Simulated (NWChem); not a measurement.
# One shape, several levels: C2H3O2S+ (SMILES O=[SH]CC#[O+])

Wanted: a comparison of 4 runs (HF/6-31G*, HF/def2-SVP, B3LYP/6-31G*, PBE0/def2-SVP) of C2H3O2S+. 

The calculation is run with NWChem 7.3.0.

### Step 1. The system as given

C2H3O2S+: 8 atoms, total charge +1, spin state singlet. As SMILES, `O=[SH]CC#[O+]`. Geometry: relaxed at GFN2-xTB. This is one conformer, not always the lowest.

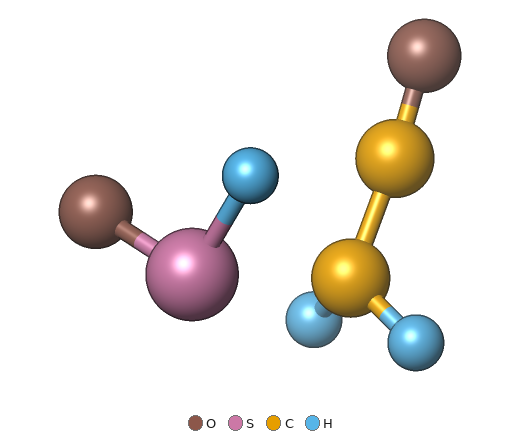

Viewed from a chosen angle; oxygen brown, sulfur pink, carbon amber, hydrogen blue.

### Step 2. Energy and gradient at HF/6-31G(d) (spherical functions) (run 1)

job.nw

```
start job
title "C2H3O2S gradient"
memory stack 880 mb heap 220 mb global 1100 mb
charge 1

geometry noautosym nocenter noautoz
   O    -1.811150    0.046400    1.265140
   S    -0.433510    0.339650    1.455280
   C     0.552120   -0.583500   -0.136620
   C     0.234290    0.060600   -1.279170
   O    -0.093330    0.655630   -2.177410
   H    -0.242880    1.617220    0.826170
   H     0.190060   -1.613180   -0.093930
   H     1.604380   -0.522820    0.140530
end

basis spherical bse
   * library 6-31G*
end

scf
   thresh 1e-08
   maxiter 80
end

task scf gradient
```

Command:

```bash
$ nwchem job.nw > job.out
```

Log:

```text
[...]
  functions       =    80
[...]
  wavefunction    = RHF
[...]
         Total SCF energy =   -624.309932704198
      One-electron energy =  -1272.442744711031
      Two-electron energy =    434.240303155354
 Nuclear repulsion energy =    213.892508851479
        Time for solution =     16.4s
[...]
                         RHF ENERGY GRADIENTS
    atom               coordinates                        gradient
                 x          y          z           x          y          z
   1 O      -3.422577   0.087683   2.390768    0.018698   0.006232  -0.004015
   2 S      -0.819215   0.641845   2.750080   -0.018034  -0.033502   0.034693
   3 C       1.043356  -1.102655  -0.258174   -0.012494   0.020327  -0.067077
   4 C       0.442744   0.114517  -2.417281    0.029967  -0.051275   0.093133
   5 O      -0.176368   1.238961  -4.114708   -0.018860   0.032196  -0.048341
   6 H      -0.458977   3.056103   1.561235   -0.001115   0.033299  -0.020982
   7 H       0.359161  -3.048468  -0.177502    0.000091  -0.006323   0.004001
   8 H       3.031839  -0.987987   0.265563    0.001746  -0.000955   0.008590
[...]
```

Wall time 21 s (1 thread of Intel Xeon Platinum 8488C (Sapphire Rapids), shared host); peak memory 0.096 GiB.

### Step 3. Energy and forces at HF/def2-SVP (run 2)

c2h3o2s.xyz

```xyz
8
C2H3O2S hf
O     -1.811150     0.046400     1.265140
S     -0.433510     0.339650     1.455280
C      0.552120    -0.583500    -0.136620
C      0.234290     0.060600    -1.279170
O     -0.093330     0.655630    -2.177410
H     -0.242880     1.617220     0.826170
H      0.190060    -1.613180    -0.093930
H      1.604380    -0.522820     0.140530
```

run.py

```python
from ase.io import read
from ase.calculators.nwchem import NWChem

atoms = read('c2h3o2s.xyz')

calc = NWChem(
    label='c2h3o2s',
    theory='scf',
    memory='2200 mb',
    basis='def2-SVP',
    basispar='spherical bse',
    charge=1,
    scf={'nopen': '0', 'rhf': None, 'thresh': '1e-08', 'maxiter': '80'},
)
atoms.calc = calc

forces = atoms.get_forces()
print(f"energy = {atoms.get_potential_energy():.6f} eV")
print("forces (eV/A):")
for s, f in zip(atoms.symbols, forces):
    print(f"{s:2s} {f[0]:10.5f} {f[1]:10.5f} {f[2]:10.5f}")
print("dipole (e A):", atoms.get_dipole_moment().round(4))
```

Command:

```bash
$ export ASE_NWCHEM_COMMAND="nwchem PREFIX.nwi > PREFIX.nwo"
$ python run.py
```

Log:

```text
energy = -16980.538172 eV
forces (eV/A):
O    -0.81103   -0.29172    0.15396
S     0.70880    1.41256   -1.38752
C     0.57546   -0.90678    3.11098
C    -1.82163    3.10636   -5.46869
O     1.24503   -2.13859    3.19820
H     0.07081   -1.33949    0.90611
H    -0.13545    0.07261   -0.15807
H     0.16794    0.08510   -0.35497
dipole (e A): [ 0.7415  0.0863 -0.0443]
```

The calculator wrote c2h3o2s.nwi:

```
title "c2h3o2s"

permanent_dir c2h3o2s

scratch_dir c2h3o2s

start c2h3o2s

geometry units angstrom nocenter noautosym noautoz
  O  -1.8111500000000000e+00 4.6399999999999997e-02 1.2651399999999999e+00
  S  -4.3351000000000001e-01 3.3965000000000001e-01 1.4552799999999999e+00
  C  5.5212000000000006e-01 -5.8350000000000002e-01 -1.3661999999999999e-01
  C  2.3429000000000000e-01 6.0600000000000001e-02 -1.2791699999999999e+00
  O  -9.3329999999999996e-02 6.5563000000000005e-01 -2.1774100000000001e+00
  H  -2.4288000000000001e-01 1.6172200000000001e+00 8.2616999999999996e-01
  H  1.9006000000000001e-01 -1.6131800000000001e+00 -9.3930000000000000e-02
  H  1.6043799999999999e+00 -5.2281999999999995e-01 1.4052999999999999e-01
end

charge 1

memory 2200 mb

basis spherical bse noprint
   * library def2-SVP
end

scf
  nopen 0
  rhf
  thresh 1e-08
  maxiter 80
end

task scf gradient
```

c2h3o2s.nwo:

```text
Northwest Computational Chemistry Package (NWChem) 7.3.0
             --------------------------------------------------------

           Job information
           ---------------

    nwchem branch   = 7.3.0
    use scalapack   = T
    input           = c2h3o2s.nwi
    prefix          = c2h3o2s.
    data base       = c2h3o2s/c2h3o2s.db
    status          = startup
    nproc           =        1

           Memory information
           ------------------

    heap     =     72089598 doubles =      550.0 Mbytes
    stack    =     72089595 doubles =      550.0 Mbytes
    global   =    144179200 doubles =     1100.0 Mbytes (distinct from heap & stack)
    total    =    288358393 doubles =     2200.0 Mbytes
    verify   = yes
    hardfail = no

           Directory information
           ---------------------

  0 permanent = c2h3o2s
  0 scratch   = c2h3o2s

                                NWChem Input Module
                                -------------------

                                      c2h3o2s
                                      -------

[... 120 lines left out ...]
 Convergence threshold     :          1.000E-08
[... 13 lines left out ...]
       Final RHF  results
[... 3 lines left out ...]
      One-electron energy =  -1271.899950616549
[... 1 line left out ...]
 Nuclear repulsion energy =    213.892508851478
[... 41 lines left out ...]
                       ROHF Final Molecular Orbital Analysis
[... 243 lines left out ...]
     1   1 0 0      1.401248      0.000000    -30.050385
[... 8 lines of this table left out ...]
     2   0 0 2    -19.809960      0.000000    340.178730

                              NWChem Gradients Module
                              -----------------------

                                      c2h3o2s

  wavefunction    =   RHF

                         RHF ENERGY GRADIENTS

    atom               coordinates                        gradient
                 x          y          z           x          y          z
   1 O      -3.422577   0.087683   2.390768    0.015772   0.005673  -0.002994
   2 S      -0.819215   0.641845   2.750080   -0.013784  -0.027470   0.026983
   3 C       1.043356  -1.102655  -0.258174   -0.011191   0.017634  -0.060499
[... 4 lines of this table left out ...]
   8 H       3.031839  -0.987987   0.265563   -0.003266  -0.001655   0.006903

                 ----------------------------------------
                 |  Time  |  1-e(secs)   |  2-e(secs)   |
                 ----------------------------------------
                 |  CPU   |       0.01   |       2.41   |
                 ----------------------------------------
                 |  WALL  |       0.01   |       2.41   |
                 ----------------------------------------

 Task  times  cpu:       15.2s     wall:       15.2s
 Total times  cpu:       15.3s     wall:       15.3s
```

Run time: 17 s. Hardware: 1 thread of Intel Xeon Platinum 8488C (Sapphire Rapids), shared host; peak memory 0.099 GiB.

Run 3 isn't shown in full; the table further down has it.

### Step 4. Energy and forces at PBE0/def2-SVP (run 4)

a.nw

```
start a
title "C2H3O2S PBE0"
memory stack 880 mb heap 220 mb global 1100 mb
charge 1

geometry noautosym nocenter noautoz
  O       -1.811150       0.046400       1.265140
  S       -0.433510       0.339650       1.455280
  C        0.552120      -0.583500      -0.136620
  C        0.234290       0.060600      -1.279170
  O       -0.093330       0.655630      -2.177410
  H       -0.242880       1.617220       0.826170
  H        0.190060      -1.613180      -0.093930
  H        1.604380      -0.522820       0.140530
end

basis spherical bse
  * library def2-SVP
end

dft
  xc pbe0
  grid xfine
  convergence energy 1e-08
  maxiter 100
  mulliken
  print medium
end

task dft gradient
```

Command:

```bash
$ nwchem a.nw > a.out
```

Log:

```text
[...]
          Wavefunction type:  closed shell.
          No. of atoms     :     8
          No. of electrons :    46
[...]
          Charge           :     1
          Spin multiplicity:     1
[...]
          AO basis - number of functions:    89
[...]
              XC Information
              --------------
                         PBE0 Method XC Functional
                     Hartree-Fock (Exact) Exchange  0.250
          PerdewBurkeErnzerhof Exchange Functional  0.750
            Perdew 1991 LDA Correlation Functional  1.000 local
           PerdewBurkeErnz. Correlation Functional  1.000 non-local
[...]
 d= 0,ls=0.0,diis     1   -625.2889067859 -8.39D+02  4.57D-02  2.48D+00     3.0
[...]
 d= 0,ls=0.0,diis    13   -625.5658622846 -3.08D-09  5.10D-07  1.56D-09    34.7
         Total DFT energy =     -625.565862284638
      One electron energy =    -1272.857991260796
           Coulomb energy =      487.450001189362
    Exchange-Corr. energy =      -54.050381064682
 Nuclear repulsion energy =      213.892508851479
[...]
      Total Density - Mulliken Population Analysis
     ---------------------------------------------
    Atom       Charge   Shell Charges
 -----------   ------   -------------------------------------------------------
    1 O    8     8.36   1.99  1.12  0.78  2.80  1.66  0.02
    2 S   16    15.33   2.00  1.99  1.34  0.47  5.92  1.71  1.59  0.31
    3 C    6     6.34   1.99  0.90  0.29  2.14  1.00  0.03
    4 C    6     5.66   1.99  1.00  0.10  1.93  0.55  0.09
    5 O    8     7.87   1.99  1.15  0.59  2.78  1.33  0.03
    6 H    1     0.89   0.71  0.16  0.02
    7 H    1     0.77   0.68  0.06  0.03
    8 H    1     0.78   0.68  0.07  0.03
[...]
  wavefunction    = closed shell
                         DFT ENERGY GRADIENTS
    atom               coordinates                        gradient
                 x          y          z           x          y          z
   1 O      -3.422577   0.087683   2.390768    0.057797   0.014933   0.000026
   2 S      -0.819215   0.641845   2.750080   -0.047651  -0.023031   0.008351
   3 C       1.043356  -1.102655  -0.258174   -0.005478   0.005118  -0.032492
   4 C       0.442744   0.114517  -2.417281    0.005890  -0.011079   0.025944
   5 O      -0.176368   1.238961  -4.114708    0.000644  -0.002124   0.003821
   6 H      -0.458977   3.056103   1.561235   -0.005238   0.010749  -0.007936
   7 H       0.359161  -3.048468  -0.177502    0.004616   0.006636   0.000260
   8 H       3.031839  -0.987987   0.265563   -0.010581  -0.001203   0.002025
[...]
```

Wall time 41 s (1 thread of Intel Xeon Platinum 8488C (Sapphire Rapids), shared host); peak memory 0.14 GiB.

### Step 5. Overview of the runs

| run | level | iteration cap | module | energy (Eh) | HOMO energy (eV) | LUMO energy (eV) | HOMO–LUMO gap (eV) | wall time |
| --- | --- | --- | --- | --- | --- | --- | --- | --- |
| 1 | HF/6-31G* (spherical functions) | 80 | scf | -624.309933 | -16.70 | -4.88 | 11.82 | 21 s |
| 2 | HF/def2-SVP | 80 | scf | -624.023273 | -16.78 | -5.02 | 11.77 | 17 s |
| 3 | B3LYP/6-31G* (spherical functions) | 100 | dft | -626.244153 | -13.28 | -8.75 | 4.54 | 42 s |
| 4 | PBE0/def2-SVP | 100 | dft | -625.565862 | -13.61 | -8.68 | 4.93 | 41 s |

### Step 6. Results

| quantity | value |
| --- | --- |
| run 4: total energy | -625.56586 Eh |
| run 4: HOMO energy | -13.61 eV |
| run 4: LUMO energy | -8.68 eV |
| run 4: HOMO–LUMO gap | 4.93 eV |
| run 4: largest force on an atom | 3.070 eV/Å |

What this shows: The HOMO–LUMO gap runs from 4.54 eV (B3LYP/6-31G*) to 11.82 eV (HF/6-31G*). Exact exchange widens orbital gaps. Totals of different functionals can't be ranked against each other. All runs together took 2 min, the longest 42 s.
